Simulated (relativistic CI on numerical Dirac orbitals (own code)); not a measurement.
# B³⁺: one ion under different settings

Aim: see what numerical and physical settings do to the SCF, the total energy and the lowest levels of B³⁺.

The numbers are computed with relativistic CI on numerical Dirac orbitals (own code) version 3 (Dirac-Coulomb-Breit CI, KLI orbitals optimised for each configuration, model QED (radiative potential, 1s self-energy scaled to tabulated hydrogen-like ionisation energies), numerical settings as typed), except any that are marked as measured or tabulated.

## 1. What is computed

```
ion            : B³⁺ (B IV)
nuclear charge : 5
electrons      : 2
isotope        : A = 11
```

## 2. An attempt

Settings of the run:

```ini
atom B  Z=5  charge=2  electrons=3
nucleus A=11  rms_radius_fm=2.4060
hamiltonian dirac-coulomb  breit=on  qed=on  c_scale=1
orbitals kli  potential=per-configuration
slater_scale 1
correlation none
mixing on
grid step=0.0125 r_max=19.8
scf mixing=0.4 start=green max_iterations=58 tolerance=2e-08 node_fill=0.05
configurations
  1s2
end
```

Command:

```bash
python run_levels.py task.json out
```

task.json lists these runs, among others, and the program works through them in turn.

Results of the run (chosen fields of its result record, rounded):

```text
{
  "status": "refused",
  "warnings": ["configuration 1s2 has 2 electrons, the ion has 3"]
}
```

It took 0.0003 s on 1 thread, shared host.

Diagnosis: the program refused the input. The electrons of a configuration don't add up to Z less the charge. The input had charge 2. The cure is to make charge and configurations agree.

## 3. The mended input

Settings of the run:

```ini
atom B  Z=5  charge=3  electrons=2
nucleus A=11  rms_radius_fm=2.4060
hamiltonian dirac-coulomb  breit=on  qed=on  c_scale=1
orbitals kli  potential=per-configuration
slater_scale 1
correlation none
mixing on
grid step=0.0125 r_max=19.8
scf mixing=0.4 start=green max_iterations=150 tolerance=2e-08 node_fill=0.05
configurations
  1s2
end
```

Results of the run:

```text
{
  "status": "converged",
  "levels [i, E_cm, J2, conf, term, w_term, w_jj]": [
    [0, 0, 0, "1s2", "1S", 1, 1]
  ],
  "total_energy [Ha]": -21.990968413,
  "n_levels_all": 1,
  "overlap": 0,
  "scf_iterations": [8],
  "orbital_energies [Ha]": {"1s": -9.54479},
  "configurations [conf, odd, states, E_av_Ha, breit_Ha, qed_Ha]": [
    ["1s2", 0, 1, -21.99314607, 0.001369, 0.0008085]
  ],
  "scf_steps of the first configuration [iteration, E_Ha, residual, outer_eigenvalue_Ha]": [
    [1, -21.88935197, 0.482, -11.5],
    [2, -21.95764288, 0.281, -10.66],
    [3, -21.99308688, 0.00517, -9.534],
    [4, -21.99314108, 0.00267, -9.555],
    [5, -21.99314606, 5.64e-05, -9.545],
    [6, -21.99314607, 1.93e-05, -9.545],
    [7, -21.99314607, 7.28e-08, -9.545],
    [8, -21.99314607, 1.19e-08, -9.545]
  ]
}
```

Wall time 0.024 s (1 thread, shared host).

## 4. Nuclear radius 2.1654, start potential previous

Settings of the run:

```ini
atom B  Z=5  charge=3  electrons=2
nucleus A=11  rms_radius_fm=2.1654
hamiltonian dirac-coulomb  breit=on  qed=on  c_scale=1
orbitals kli  potential=per-configuration
slater_scale 1
correlation none
mixing on
grid step=0.0125 r_max=19.8
scf mixing=0.4 start=previous max_iterations=150 tolerance=2e-08 node_fill=0.05
configurations
  1s2
end
```

Results of the run:

```text
{
  "status": "converged",
  "levels [i, E_cm, J2, conf, term, w_term]": [
    [0, 0, 0, "1s2", "1S", 1]
  ],
  "total_energy [Ha]": -21.990968104,
  "n_levels_all": 1,
  "overlap": 0,
  "scf_iterations": [8],
  "orbital_energies [Ha]": {"1s": -9.54479},
  "configurations [conf, odd, states, E_av_Ha, breit_Ha, qed_Ha]": [
    ["1s2", 0, 1, -21.99314576, 0.001369, 0.0008085]
  ],
  "scf_steps of the first configuration [iteration, E_Ha, residual, outer_eigenvalue_Ha]": [
    [1, -21.73658884, 0.332, -8.285],
    [2, -21.91021652, 0.194, -8.822],
    [3, -21.99311776, 0.00836, -9.564],
    [4, -21.99314518, 0.00116, -9.549],
    [5, -21.99314576, 2.84e-05, -9.545],
    [6, -21.99314576, 1.65e-06, -9.545],
    [7, -21.99314576, 4.21e-08, -9.545],
    [8, -21.99314576, 5.89e-10, -9.545]
  ]
}
```

Run time: 0.023 s. Hardware: 1 thread, shared host.

The changed nuclear radius is not that of the isotope named.

## 5. Slater scale 1.2, tolerance 0.0001, node fill 0

Settings of the run:

```ini
atom B  Z=5  charge=3  electrons=2
nucleus A=11  rms_radius_fm=2.4060
hamiltonian dirac-coulomb  breit=on  qed=on  c_scale=1
orbitals kli  potential=per-configuration
slater_scale 1.2
correlation none
mixing on
grid step=0.0125 r_max=19.8
scf mixing=0.4 start=green max_iterations=150 tolerance=0.0001 node_fill=0
configurations
  1s2
end
```

Results of the run:

```text
{
  "status": "converged",
  "levels [i, E_cm, J2, conf, term, w_term]": [
    [0, 0, 0, "1s2", "1S", 1]
  ],
  "total_energy [Ha]": -21.990968462,
  "n_levels_all": 1,
  "overlap": 0,
  "scf_iterations": [5],
  "orbital_energies [Ha]": {"1s": -9.54457},
  "configurations [conf, odd, states, E_av_Ha, breit_Ha, qed_Ha]": [
    ["1s2", 0, 1, -21.99314606, 0.001369, 0.0008085]
  ],
  "scf_steps of the first configuration [iteration, E_Ha, residual, outer_eigenvalue_Ha]": [
    [1, -21.88935197, 0.482, -11.5],
    [2, -21.95764288, 0.281, -10.66],
    [3, -21.99308688, 0.00517, -9.534],
    [4, -21.99314108, 0.00267, -9.555],
    [5, -21.99314606, 5.64e-05, -9.545]
  ]
}
```

Run time: 0.023 s. Hardware: 1 thread, shared host.

## 6. Speed-of-light factor 1.25

Settings of the run:

```ini
atom B  Z=5  charge=3  electrons=2
nucleus A=11  rms_radius_fm=2.4060
hamiltonian dirac-coulomb  breit=on  qed=on  c_scale=1.25
orbitals kli  potential=per-configuration
slater_scale 1
correlation none
mixing on
grid step=0.0125 r_max=19.8
scf mixing=0.4 start=green max_iterations=150 tolerance=2e-08 node_fill=0.05
configurations
  1s2
end
```

Results of the run:

```text
{
  "status": "converged",
  "levels [i, E_cm, J2, conf, term, w_term]": [
    [0, 0, 0, "1s2", "1S", 1]
  ],
  "total_energy [Ha]": -21.988984786,
  "n_levels_all": 1,
  "overlap": 0,
  "scf_iterations": [8],
  "orbital_energies [Ha]": {"1s": -9.54378},
  "configurations [conf, odd, states, E_av_Ha, breit_Ha, qed_Ha]": [
    ["1s2", 0, 1, -21.99065576, 0.0008761, 0.0007948]
  ],
  "scf_steps of the first configuration [iteration, E_Ha, residual, outer_eigenvalue_Ha]": [
    [1, -21.8869069, 0.482, -11.5],
    [2, -21.95516734, 0.281, -10.66],
    [3, -21.99059663, 0.00517, -9.533],
    [4, -21.99065078, 0.00267, -9.554],
    [5, -21.99065576, 5.64e-05, -9.544],
    [6, -21.99065576, 1.93e-05, -9.544],
    [7, -21.99065576, 7.27e-08, -9.544],
    [8, -21.99065576, 1.19e-08, -9.544]
  ]
}
```

Run time: 0.023 s. Hardware: 1 thread, shared host.

A changed speed of light describes a fictitious ion. The QED potentials keep the true α.

## 7. Nuclear radius 2.1654

Settings of the run:

```ini
atom B  Z=5  charge=3  electrons=2
nucleus A=11  rms_radius_fm=2.1654
hamiltonian dirac-coulomb  breit=on  qed=on  c_scale=1
orbitals kli  potential=per-configuration
slater_scale 1
correlation none
mixing on
grid step=0.0125 r_max=19.8
scf mixing=0.4 start=green max_iterations=150 tolerance=2e-08 node_fill=0.05
configurations
  1s2
end
```

Results of the run:

```text
{
  "status": "converged",
  "levels [i, E_cm, J2, conf, term, w_term]": [
    [0, 0, 0, "1s2", "1S", 1]
  ],
  "total_energy [Ha]": -21.990968104,
  "n_levels_all": 1,
  "overlap": 0,
  "scf_iterations": [8],
  "orbital_energies [Ha]": {"1s": -9.54479},
  "configurations [conf, odd, states, E_av_Ha, breit_Ha, qed_Ha]": [
    ["1s2", 0, 1, -21.99314576, 0.001369, 0.0008085]
  ],
  "scf_steps of the first configuration [iteration, E_Ha, residual, outer_eigenvalue_Ha]": [
    [1, -21.88935166, 0.482, -11.5],
    [2, -21.95764257, 0.281, -10.66],
    [3, -21.99308657, 0.00517, -9.534],
    [4, -21.99314077, 0.00267, -9.555],
    [5, -21.99314576, 5.64e-05, -9.545],
    [6, -21.99314576, 1.93e-05, -9.545],
    [7, -21.99314576, 7.28e-08, -9.545],
    [8, -21.99314576, 1.19e-08, -9.545]
  ]
}
```

Run time: 0.023 s. Hardware: 1 thread, shared host.

The changed nuclear radius is not that of the isotope named.

## 8. Potential mixing 1.8

Settings of the run:

```ini
atom B  Z=5  charge=3  electrons=2
nucleus A=11  rms_radius_fm=2.4060
hamiltonian dirac-coulomb  breit=on  qed=on  c_scale=1
orbitals kli  potential=per-configuration
slater_scale 1
correlation none
mixing on
grid step=0.0125 r_max=19.8
scf mixing=1.8 start=green max_iterations=98 tolerance=2e-08 node_fill=0.05
configurations
  1s2
end
```

Results of the run:

```text
{
  "status": "converged",
  "levels [i, E_cm, J2, conf, term, w_term]": [
    [0, 0, 0, "1s2", "1S", 1]
  ],
  "total_energy [Ha]": -21.990968413,
  "n_levels_all": 1,
  "overlap": 0,
  "scf_iterations": [8],
  "orbital_energies [Ha]": {"1s": -9.54479},
  "configurations [conf, odd, states, E_av_Ha, breit_Ha, qed_Ha]": [
    ["1s2", 0, 1, -21.99314607, 0.001369, 0.0008085]
  ],
  "scf_steps of the first configuration [iteration, E_Ha, residual, outer_eigenvalue_Ha]": [
    [1, -21.88935197, 0.482, -11.5],
    [2, -21.86745543, 0.45, -7.887],
    [3, -21.99295829, 0.00966, -9.572],
    [4, -21.9931445, 0.00154, -9.551],
    [5, -21.99314594, 0.000461, -9.543],
    [6, -21.99314607, 1.93e-07, -9.545],
    [7, -21.99314607, 4.66e-07, -9.545],
    [8, -21.99314607, 1.89e-11, -9.545]
  ]
}
```

Run time: 0.023 s. Hardware: 1 thread, shared host.

The value lies outside the usual range, yet the result is unchanged in this case.

## 9. The runs side by side

| setting | total energy less usual (Ha) | largest shift of a level among the lowest eight of both runs, same label and place (cm⁻¹) | SCF iterations | time | lowest level | kind of change |
| --- | --- | --- | --- | --- | --- | --- |
| usual | 0 | 0 | 8 | 0.024 s | 1s2 1S0 | - |
| nuclear radius 2.1654, start potential previous | 3.08e-07 | - | 8 | 0.023 s | 1s2 1S0 | unphysical constant |
| Slater scale 1.2, tolerance 0.0001, node fill 0 | 0 | - | 5 | 0.023 s | 1s2 1S0 | model term |
| speed-of-light factor 1.25 | 0.00198 | - | 8 | 0.023 s | 1s2 1S0 | unphysical constant |
| nuclear radius 2.1654 | 3.08e-07 | - | 8 | 0.023 s | 1s2 1S0 | unphysical constant |
| potential mixing 1.8 | 0 | - | 8 | 0.023 s | 1s2 1S0 | extreme, harmless here |

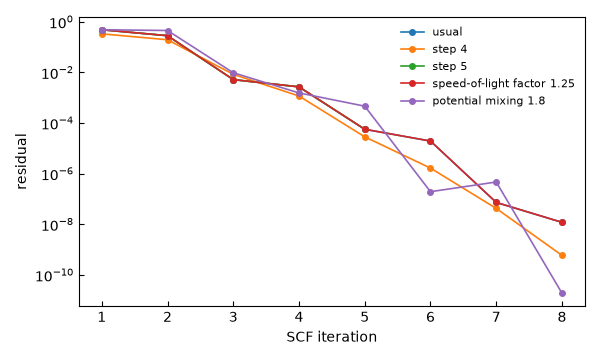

Residual of the first configuration's SCF.

## 10. Outcome

| quantity | value |
| --- | --- |
| lowest level, usual settings | 1s2 1S0 |
| total energy | -21.9910 Ha |
| runs without a result | 1 |

No visible change in the result comes from «nuclear radius 2.1654, start potential previous» or «Slater scale 1.2, tolerance 0.0001, node fill 0» or «nuclear radius 2.1654». Only the listed configurations are in the model. Near neutrality, missing correlation can shift configurations against each other by thousands of cm⁻¹.
